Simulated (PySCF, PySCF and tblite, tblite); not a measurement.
# C5H7NS2: telling isomers apart by computed NMR, part 2 of 3

PySCF and tblite. Atoms count from 0. Earlier steps stand in the parts before.

## Step 7: Shieldings, isomer B, conformer 2: PBE0/pcSseg-1

The job: settings as JSON, then the geometry in Å.

```
{"job": {"xc": "PBE0", "basis": "pcSseg-1", "kind": "nmr", "pop": false}, "charge": 0, "multiplicity": 1}
N      3.392759     1.248912     0.143647
C      2.297693     0.928726     0.198550
C      0.924686     0.498525     0.260627
C      0.726552    -0.790478    -0.541727
C     -0.641349    -1.414867    -0.310501
S     -1.990682    -0.427568    -1.039954
C     -1.728551     1.084417    -0.076883
S     -0.124865     1.876217    -0.388928
H      0.647967     0.354200     1.312429
H      0.859918    -0.575637    -1.604605
H      1.496071    -1.507549    -0.239513
H     -0.704641    -2.384680    -0.801098
H     -0.848810    -1.539122     0.754596
H     -1.822132     0.860041     0.985341
H     -2.489031     1.796854    -0.384773
```

The program printed:

```text
coarse grid: 14080 points
cycle   1  E = -1045.1104792322  dE =  1.099e+00  |g| = 4.510e-01  |ddm| = 3.793e+00
cycle   2  E = -1044.9595519712  dE =  1.509e-01  |g| = 9.541e-01  |ddm| = 1.321e+00
cycle   3  E = -1045.1619237553  dE = -2.024e-01  |g| = 9.497e-02  |ddm| = 8.473e-01
cycle   4  E = -1045.1638283733  dE = -1.905e-03  |g| = 4.113e-02  |ddm| = 1.350e-01
cycle   5  E = -1045.1641970466  dE = -3.687e-04  |g| = 1.080e-02  |ddm| = 4.779e-02
cycle   6  E = -1045.1642255732  dE = -2.853e-05  |g| = 3.199e-03  |ddm| = 1.378e-02
cycle   7  E = -1045.1642279967  dE = -2.424e-06  |g| = 9.757e-04  |ddm| = 4.238e-03
final grid: 128128 points
cycle   8  E = -1045.2168891270  dE = -3.398e-05  |g| = 9.859e-03  |ddm| = 3.421e-02
cycle   9  E = -1045.2168696601  dE =  1.947e-05  |g| = 1.324e-02  |ddm| = 2.036e-02
cycle  10  E = -1045.2169123917  dE = -4.273e-05  |g| = 1.198e-03  |ddm| = 1.276e-02
cycle  11  E = -1045.2169127040  dE = -3.123e-07  |g| = 4.929e-04  |ddm| = 1.645e-03
cycle  12  E = -1045.2169127503  dE = -4.634e-08  |g| = 1.592e-04  |ddm| = 4.314e-04
cycle  13  E = -1045.2169127556  dE = -5.241e-09  |g| = 4.076e-05  |ddm| = 1.642e-04
cycle  14  E = -1045.2169127560  dE = -4.411e-10  |g| = 1.192e-05  |ddm| = 6.657e-05
converged SCF energy = -1045.2169127560

GIAO shielding tensors (ppm)
atom      isotropic    diamagn.    paramagn.     s11        s22        s33       span
  0 N      -38.694     339.342    -378.036   -204.202   -193.336    281.455    485.657
  1 C       64.531     257.846    -193.315    -56.420    -48.088    298.102    354.522
  2 C      150.560     247.940     -97.380    144.856    150.157    156.668     11.812
  3 C      150.840     246.678     -95.838    136.548    147.546    168.425     31.877
  4 C      148.673     247.246     -98.573    141.540    148.301    156.178     14.638
  5 S      464.757    1053.848    -589.091    293.871    537.052    563.347    269.477
  6 C      140.238     251.005    -110.767    117.735    147.814    155.166     37.432
  7 S      405.741    1053.689    -647.949    219.845    483.742    513.635    293.789
  8 H       28.410      29.344      -0.934     25.451     27.078     32.701      7.250
  9 H       29.578      29.092       0.486     27.046     27.992     33.696      6.650
 10 H       29.330      29.627      -0.297     24.457     28.438     35.095     10.638
 11 H       28.892      28.604       0.288     23.132     26.991     36.554     13.422
 12 H       28.996      29.579      -0.582     24.129     28.249     34.611     10.482
 13 H       27.563      29.443      -1.881     20.885     27.884     33.918     13.033
 14 H       28.111      28.529      -0.417     22.160     26.528     35.647     13.487
```

It took 43 s on 1 thread of Arm Neoverse N1, shared host; peak memory 0.86 GiB.

Key values: HOMO -6.83 eV, LUMO -0.21 eV; dipole 4.11 D.

## Step 8: Boltzmann average, isomer B: properties at PBE0/pcSseg-1

The job: settings as JSON, then the geometry in Å.

```
{"job": {"study": "conf", "smiles": "N#C[C@@H]1CCSCS1", "search": {"seed": 2889, "n_embed": 60, "ff_keep": 14, "window": 2.5, "nmax": 6, "temps": [250, 298.15, 350], "t_ref": 298.15, "order": 0.002}, "level": {"nmr": {"xc": "PBE0", "basis": "pcSseg-1"}}, "kind": "conf"}, "charge": 0, "multiplicity": 1}
N      0.468694     2.133229     1.727638
C      0.132572     1.725105     0.713414
C     -0.239361     1.160871    -0.555724
C     -1.273502     0.039837    -0.417486
C     -0.838583    -1.059876     0.541672
S      0.542284    -2.050157    -0.121337
C      1.764234    -0.717889    -0.223085
S      1.301409     0.585243    -1.397696
H     -0.617467     1.953607    -1.207697
H     -2.206497     0.476477    -0.049062
H     -1.457254    -0.387773    -1.405743
H     -0.532347    -0.649682     1.506005
H     -1.647753    -1.771879     0.695653
H      2.689693    -1.152890    -0.590535
H      1.909463    -0.276234     0.762071
```

The program printed:

```text
conformer  sym    E(xTB)   E(DFT)   G(298.15 K)  weight  dipole/D
    1     C1      0.000    0.000    0.000   0.9775    2.601
    2     C1      2.464    2.455    2.235   0.0225    4.109

mean shielding (ppm) by class
class atoms           250 K   298.15 K      350 K
  0 N  0             -42.56    -42.514    -42.447
  1 C  1             64.742     64.739     64.736
  2 C  2            153.942    153.902    153.844
  3 C  3            153.488    153.457    153.411
  4 C  4            154.075    154.011    153.918
  5 S  5            460.368    460.421    460.496
  6 C  6            145.161    145.102    145.017
  7 S  7            398.495    398.581    398.706
  8 H  8             28.369     28.369      28.37
  9 H  9             29.517     29.518     29.519
 10 H  10            29.542     29.539     29.536
 11 H  11             28.19     28.198      28.21
 12 H  12            29.216     29.214      29.21
 13 H  13            28.309       28.3     28.287
 14 H  14            26.897     26.911     26.932
```

It took 93 s on 1 thread of Arm Neoverse N1, shared host. This counts the runs that the step sums up.

The search (ETKDG, MMFF94s, GFN2-xTB) embedded 60 structures, kept 8 distinct ones after the force field and 3 after xTB; 2 were carried on (window 2.5 kcal/mol at the search's own energies). Energies: PBE0/pcSseg-1 with D3(BJ).

The conformers at 298 K:

```
no.  group  mirror pair  ΔE xTB  ΔE DFT    ΔG  weight (%)  μ (D)     A, B, C (GHz)
  1     C1           no    0.00    0.00  0.00        97.8   2.60  2.03, 1.33, 1.10
  2     C1           no    2.46    2.46  2.23         2.2   4.11  2.88, 1.04, 0.81
```

Energies in kcal/mol. ΔG holds xTB vibrations and rotation, symmetry numbers and mirror pairs.

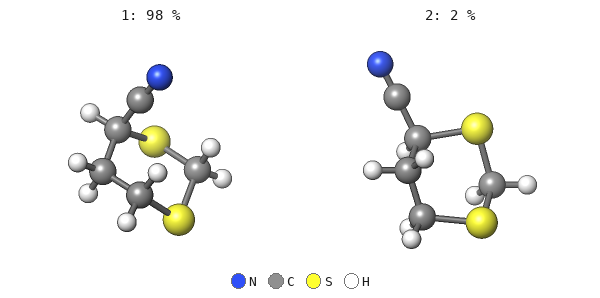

The conformers with their weights.

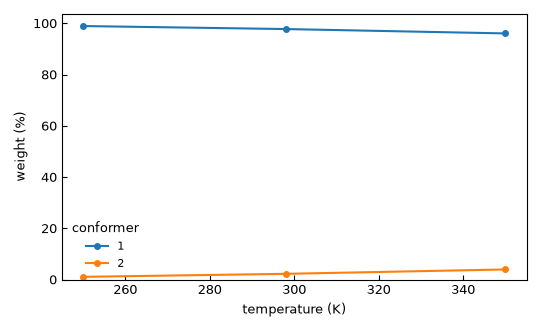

Weights against temperature.

How the weights hang on the way they are made:

```
                                  scheme    1    2  mean μ (D)
                         DFT free energy   98    2        2.63
            DFT energy, symmetry counted   98    2        2.62
                        DFT energy alone   98    2        2.62
            xTB energy, symmetry counted   98    2        2.62
                         xTB free energy   98    2        2.63
                   lowest conformer only  100    0        2.60
                           equal weights   50   50        3.35
conformers found from three starts alone    0  100        4.11
```

Shifts against references run at the same level ($^{33}$S CS2 504, $^{1}$H TMS 31.72, $^{13}$C TMS 186.9, $^{15}$N NH3 267.7 ppm of shielding), by class of atoms, at 298 K:

```
atoms                                        environment  no. 1  no. 2  average
   C1                                     nitrile carbon  122.2  122.4    122.2
   C6                              sp3 CH2 bonded to 2 S   41.7   46.7     41.8
   C3                                  sp3 CH2 in a ring   33.4   36.1     33.5
   C2                 sp3 CH bonded to S, α to a nitrile   32.9   36.4     33.0
   C4                                sp3 CH2 bonded to S   32.8   38.3     32.9
  H14               hydrogen on an sp3 CH2 bonded to 2 S   4.83   3.61     4.81
  H11                 hydrogen on an sp3 CH2 bonded to S   3.54   2.82     3.52
  H13               hydrogen on an sp3 CH2 bonded to 2 S   3.40   4.15     3.42
   H8  hydrogen on an sp3 CH bonded to S, α to a nitrile   3.35   3.31     3.35
  H12                 hydrogen on an sp3 CH2 bonded to S   2.50   2.72     2.50
   H9                   hydrogen on an sp3 CH2 in a ring   2.20   2.14     2.20
  H10                   hydrogen on an sp3 CH2 in a ring   2.17   2.39     2.18
   N0                                   nitrile nitrogen  310.3  306.4    310.2
   S7                                     sulfide sulfur    105     98      105
   S5                                     sulfide sulfur     43     39       43
```

Effective distances for nuclear Overhauser effects, ⟨r⁻⁶⟩^(−1/6) over all pairs of two classes (Å): H9···H10 1.77; H11···H12 1.78; H13···H14 1.79; H9···H12 2.44; H8···H9 2.47; H8···H10 2.50; H10···H12 2.52; H9···H11 2.55.

## Step 9: GFN2-xTB relaxation, isomer C, conformer 1

The job: settings as JSON, then the geometry in Å.

```
{"job": {"xc": "GFN2-xTB", "basis": "xTB", "kind": "relax"}, "charge": 0, "multiplicity": 1}
N      2.891600     0.392700    -1.279200
C      2.294500     0.158400    -0.312400
C      1.539500    -0.154400     0.924500
S      0.453300     1.230500     1.453500
C     -0.706900     1.269000     0.071400
C     -1.482700    -0.031400    -0.114700
C     -0.611600    -1.220300    -0.501800
S      0.569700    -1.692000     0.808400
H      2.251200    -0.310500     1.735900
H     -1.419100     2.080900     0.264400
H     -0.171700     1.534700    -0.854100
H     -2.061500    -0.259400     0.794000
H     -2.220700     0.122800    -0.900200
H     -1.254300    -2.089600    -0.682500
H     -0.075700    -1.023400    -1.429200
```

The program printed:

```text
step      E/eV     max force
  0    -643.24392    2.239
  1    -643.25589    4.438
  2    -643.31831    0.681
  3    -643.33005    0.386
  4    -643.34011    0.228
  5    -643.34877    0.253
  6    -643.35197    0.141
  7    -643.35415    0.099
  8    -643.35648    0.151
  9    -643.35928    0.186
 10    -643.36214    0.176
 11    -643.36498    0.144
 12    -643.36772    0.127
 13    -643.37033    0.119
 14    -643.37277    0.151
 15    -643.37507    0.170
 16    -643.37703    0.125
 17    -643.37846    0.098
 18    -643.37948    0.082
 19    -643.38031    0.092
 20    -643.38106    0.092
 21    -643.38166    0.081
 22    -643.38209    0.050
 23    -643.38246    0.066
 24    -643.38291    0.068
 25    -643.38335    0.055
 26    -643.38365    0.046
 27    -643.38381    0.037
 28    -643.38381    0.037
 29    -643.38388    0.032
 30    -643.38407    0.077
 31    -643.38402    0.159
 32    -643.38413    0.019
 33    -643.38416    0.015
 34    -643.38422    0.037
 35    -643.38426    0.032
 36    -643.38432    0.026
 37    -643.38439    0.026
 38    -643.38446    0.032
 39    -643.38451    0.022
 40    -643.38455    0.020
 41    -643.38459    0.020
 42    -643.38463    0.022
 43    -643.38465    0.013
 44    -643.38468    0.014
 45    -643.38470    0.021
 46    -643.38474    0.028
 47    -643.38476    0.020
 48    -643.38478    0.010
 49    -643.38481    0.015
 50    -643.38484    0.024
 51    -643.38487    0.022
 52    -643.38489    0.015
 53    -643.38490    0.009
 54    -643.38491    0.013
 55    -643.38491    0.012
 56    -643.38492    0.007
 57    -643.38492    0.004
 58    -643.38492    0.005
 59    -643.38492    0.005
 60    -643.38492    0.003
```

It took 0.65 s on 1 thread of Arm Neoverse N1, shared host.

Gain 0.141 eV; displacement 0.10 Å root mean square.

## Step 10: Shieldings, isomer C, conformer 1: PBE0/pcSseg-1

The job: settings as JSON, then the geometry in Å.

```
{"job": {"xc": "PBE0", "basis": "pcSseg-1", "kind": "nmr", "pop": false}, "charge": 0, "multiplicity": 1}
N      2.611304     0.392453    -1.297928
C      2.163068     0.144295    -0.274752
C      1.505951    -0.159080     0.957600
S      0.448418     1.251361     1.464038
C     -0.677647     1.267686     0.029014
C     -1.459463    -0.030417    -0.109266
C     -0.584085    -1.202165    -0.529038
S      0.561097    -1.722196     0.792473
H      2.221688    -0.314407     1.765680
H     -1.346769     2.105689     0.219149
H     -0.084692     1.475983    -0.863408
H     -1.952199    -0.263202     0.837877
H     -2.230949     0.112453    -0.870734
H     -1.187987    -2.086448    -0.727931
H      0.007853    -0.964015    -1.414685
```

The program printed:

```text
coarse grid: 14080 points
cycle   1  E = -1045.1079326105  dE =  1.114e+00  |g| = 4.734e-01  |ddm| = 3.778e+00
cycle   2  E = -1044.9286181057  dE =  1.793e-01  |g| = 1.025e+00  |ddm| = 1.275e+00
cycle   3  E = -1045.1627002776  dE = -2.341e-01  |g| = 9.438e-02  |ddm| = 8.402e-01
cycle   4  E = -1045.1644604715  dE = -1.760e-03  |g| = 4.414e-02  |ddm| = 1.092e-01
cycle   5  E = -1045.1648694642  dE = -4.090e-04  |g| = 1.191e-02  |ddm| = 4.679e-02
cycle   6  E = -1045.1649087312  dE = -3.927e-05  |g| = 2.919e-03  |ddm| = 1.907e-02
cycle   7  E = -1045.1649106501  dE = -1.919e-06  |g| = 8.270e-04  |ddm| = 3.566e-03
final grid: 128128 points
cycle   8  E = -1045.2180771784  dE = -3.993e-05  |g| = 9.887e-03  |ddm| = 3.529e-02
cycle   9  E = -1045.2180568500  dE =  2.033e-05  |g| = 1.336e-02  |ddm| = 2.172e-02
cycle  10  E = -1045.2181010180  dE = -4.417e-05  |g| = 1.064e-03  |ddm| = 1.367e-02
cycle  11  E = -1045.2181012222  dE = -2.041e-07  |g| = 5.862e-04  |ddm| = 1.357e-03
cycle  12  E = -1045.2181012910  dE = -6.887e-08  |g| = 1.554e-04  |ddm| = 5.141e-04
cycle  13  E = -1045.2181012962  dE = -5.130e-09  |g| = 3.261e-05  |ddm| = 1.612e-04
cycle  14  E = -1045.2181012964  dE = -2.774e-10  |g| = 6.502e-06  |ddm| = 4.369e-05
converged SCF energy = -1045.2181012964

GIAO shielding tensors (ppm)
atom      isotropic    diamagn.    paramagn.     s11        s22        s33       span
  0 N      -42.896     338.635    -381.531   -214.583   -157.603    243.499    458.082
  1 C       67.809     262.460    -194.651    -55.400    -36.549    295.376    350.776
  2 C      148.610     252.995    -104.385    131.867    156.456    157.506     25.639
  3 S      398.684    1054.470    -655.786    151.285    480.744    564.023    412.739
  4 C      152.573     249.388     -96.815    145.351    148.639    163.730     18.380
  5 C      156.329     247.016     -90.687    143.937    145.585    179.464     35.527
  6 C      152.554     249.390     -96.836    145.329    148.616    163.716     18.387
  7 S      398.811    1054.470    -655.660    151.854    480.730    563.848    411.995
  8 H       27.809      28.798      -0.989     23.969     24.365     35.094     11.126
  9 H       29.064      29.395      -0.331     23.416     26.790     36.986     13.570
 10 H       28.151      30.855      -2.703     24.994     27.004     32.456      7.461
 11 H       29.746      29.283       0.464     26.924     27.359     34.956      8.033
 12 H       29.561      29.382       0.179     24.938     27.242     36.503     11.565
 13 H       29.063      29.395      -0.331     23.418     26.789     36.983     13.566
 14 H       28.151      30.854      -2.703     24.994     27.002     32.455      7.461
```

It took 43 s on 1 thread of Arm Neoverse N1, shared host; peak memory 0.86 GiB.

In short: HOMO -6.81 eV, LUMO -0.52 eV; dipole 3.13 D.

## Step 11: Boltzmann average, isomer C: properties at PBE0/pcSseg-1

The job: settings as JSON, then the geometry in Å.

```
{"job": {"study": "conf", "smiles": "N#CC1SCCCS1", "search": {"seed": 2889, "n_embed": 60, "ff_keep": 14, "window": 2.5, "nmax": 6, "temps": [250, 298.15, 350], "t_ref": 298.15, "order": 0.002}, "level": {"nmr": {"xc": "PBE0", "basis": "pcSseg-1"}}, "kind": "conf"}, "charge": 0, "multiplicity": 1}
N      2.611304     0.392453    -1.297928
C      2.163068     0.144295    -0.274752
C      1.505951    -0.159080     0.957600
S      0.448418     1.251361     1.464038
C     -0.677647     1.267686     0.029014
C     -1.459463    -0.030417    -0.109266
C     -0.584085    -1.202165    -0.529038
S      0.561097    -1.722196     0.792473
H      2.221688    -0.314407     1.765680
H     -1.346769     2.105689     0.219149
H     -0.084692     1.475983    -0.863408
H     -1.952199    -0.263202     0.837877
H     -2.230949     0.112453    -0.870734
H     -1.187987    -2.086448    -0.727931
H      0.007853    -0.964015    -1.414685
```

The program printed:

```text
conformer  sym    E(xTB)   E(DFT)   G(298.15 K)  weight  dipole/D
    1     Cs      0.000    0.000    0.000   1.0000    3.129

mean shielding (ppm) by class
class atoms           250 K   298.15 K      350 K
  0 N  0            -42.896    -42.896    -42.896
  1 C  1             67.809     67.809     67.809
  2 C  2             148.61     148.61     148.61
  3 S  3,7          398.747    398.747    398.747
  4 C  4,6          152.564    152.564    152.564
  5 C  5            156.329    156.329    156.329
  6 H  8             27.809     27.809     27.809
  7 H  9,13          29.064     29.064     29.064
  8 H  10,14         28.151     28.151     28.151
  9 H  11            29.746     29.746     29.746
 10 H  12            29.561     29.561     29.561
```

It took 47 s on 1 thread of Arm Neoverse N1, shared host. This counts the runs that the step sums up.

The search (ETKDG, MMFF94s, GFN2-xTB) embedded 60 structures, kept 5 distinct ones after the force field and 3 after xTB; 1 was carried on (window 2.5 kcal/mol at the search's own energies). Energies: PBE0/pcSseg-1 with D3(BJ).

Conformer by conformer (298 K):

```
no.  group  mirror pair  ΔE xTB  ΔE DFT    ΔG  weight (%)  μ (D)     A, B, C (GHz)
  1     Cs           no    0.00    0.00  0.00       100.0   3.13  1.64, 1.58, 1.23
```

Energies in kcal/mol. ΔG holds xTB vibrations and rotation, symmetry numbers and mirror pairs.

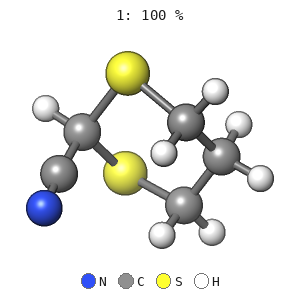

The one conformer.

Shifts against references run at the same level ($^{33}$S CS2 504, $^{1}$H TMS 31.72, $^{13}$C TMS 186.9, $^{15}$N NH3 267.7 ppm of shielding), by class of atoms, at 298 K:

```
   atoms                                          environment  average
      C1                                       nitrile carbon    119.1
      C2                 sp3 CH bonded to 2 S, α to a nitrile     38.3
  C4, C6                                  sp3 CH2 bonded to S     34.4
      C5                                    sp3 CH2 in a ring     30.6
      H8  hydrogen on an sp3 CH bonded to 2 S, α to a nitrile     3.91
H10, H14                   hydrogen on an sp3 CH2 bonded to S     3.57
 H9, H13                   hydrogen on an sp3 CH2 bonded to S     2.65
     H12                     hydrogen on an sp3 CH2 in a ring     2.16
     H11                     hydrogen on an sp3 CH2 in a ring     1.97
      N0                                     nitrile nitrogen    310.6
  S3, S7                                       sulfide sulfur      105
```

Effective distances for nuclear Overhauser effects, ⟨r⁻⁶⟩^(−1/6) over all pairs of two classes (Å): H11···H12 1.77; H9···H10 1.99; H9···H12 2.44; H9···H11 2.52; H10···H12 2.54; H10···H11 3.07; H8···H10 3.93.

## Step 12: Shieldings, isomer A, conformer 1: HF/pcSseg-1 in acetone

The job: settings as JSON, then the geometry in Å.

```
{"job": {"xc": "HF", "basis": "pcSseg-1", "solvent": "acetone", "kind": "nmr", "pop": false}, "charge": 0, "multiplicity": 1}
N     -3.330787     0.109505    -0.946055
C     -2.316247     0.065766    -0.411039
C     -1.012403     0.011289     0.240791
C     -0.273139    -1.259646    -0.208220
S      1.210585    -1.569670     0.783518
C      2.129660    -0.060833     0.403739
S      1.272888     1.447197     0.911060
C     -0.220538     1.283883    -0.100941
H     -1.163307    -0.031159     1.326929
H     -0.911178    -2.130805    -0.053276
H     -0.026416    -1.194425    -1.270892
H      3.042939    -0.104683     0.995189
H      2.390814    -0.021457    -0.655106
H     -0.822332     2.164441     0.128172
H      0.025048     1.298589    -1.165782
```

The program printed:

```text
final grid: 128128 points
cycle   1  E = -1042.6611719433  dE =  1.833e+00  |g| = 7.086e-01  |ddm| = 3.680e+00
cycle   2  E = -1042.7716015418  dE = -1.104e-01  |g| = 4.996e-01  |ddm| = 1.020e+00
cycle   3  E = -1042.8267407367  dE = -5.514e-02  |g| = 9.125e-02  |ddm| = 4.467e-01
cycle   4  E = -1042.8297655070  dE = -3.025e-03  |g| = 3.879e-02  |ddm| = 1.614e-01
cycle   5  E = -1042.8301882268  dE = -4.227e-04  |g| = 7.297e-03  |ddm| = 4.887e-02
cycle   6  E = -1042.8302167424  dE = -2.852e-05  |g| = 2.536e-03  |ddm| = 1.799e-02
cycle   7  E = -1042.8302202700  dE = -3.528e-06  |g| = 6.839e-04  |ddm| = 6.856e-03
cycle   8  E = -1042.8302205152  dE = -2.452e-07  |g| = 1.789e-04  |ddm| = 1.615e-03
cycle   9  E = -1042.8302205369  dE = -2.169e-08  |g| = 5.155e-05  |ddm| = 5.461e-04
cycle  10  E = -1042.8302205390  dE = -2.085e-09  |g| = 2.104e-05  |ddm| = 1.560e-04
cycle  11  E = -1042.8302205394  dE = -3.670e-10  |g| = 9.320e-06  |ddm| = 5.549e-05
converged SCF energy = -1042.8302205394

GIAO shielding tensors (ppm)
atom      isotropic    diamagn.    paramagn.     s11        s22        s33       span
  0 N      -20.004     339.652    -359.657   -175.990   -169.627    285.604    461.594
  1 C       57.517     260.704    -203.187    -71.224    -60.543    304.319    375.543
  2 C      164.881     244.288     -79.407    155.774    156.697    182.172     26.397
  3 C      161.211     244.835     -83.624    154.851    159.298    169.483     14.632
  4 S      539.789    1052.747    -512.959    393.239    554.682    671.445    278.206
  5 C      162.115     247.327     -85.212    151.700    164.508    170.136     18.435
  6 S      539.809    1052.748    -512.940    393.390    554.649    671.387    277.997
  7 C      161.208     244.838     -83.630    154.859    159.278    169.486     14.627
  8 H       29.306      27.617       1.689     24.778     29.558     33.582      8.804
  9 H       29.316      28.935       0.381     23.027     27.988     36.933     13.906
 10 H       29.214      29.025       0.189     24.514     28.347     34.779     10.265
 11 H       28.991      28.419       0.571     22.525     26.282     38.164     15.640
 12 H       28.210      28.243      -0.033     21.882     27.098     35.649     13.767
 13 H       29.318      28.938       0.380     23.030     27.989     36.934     13.904
 14 H       29.211      29.022       0.189     24.513     28.341     34.779     10.266
```

Run time: 24 s. Hardware: 1 thread of Arm Neoverse N1, shared host; peak memory 0.92 GiB.

This run: HOMO -9.40 eV, LUMO 3.88 eV; dipole 3.54 D.

(Continued in part 3 of 3.)
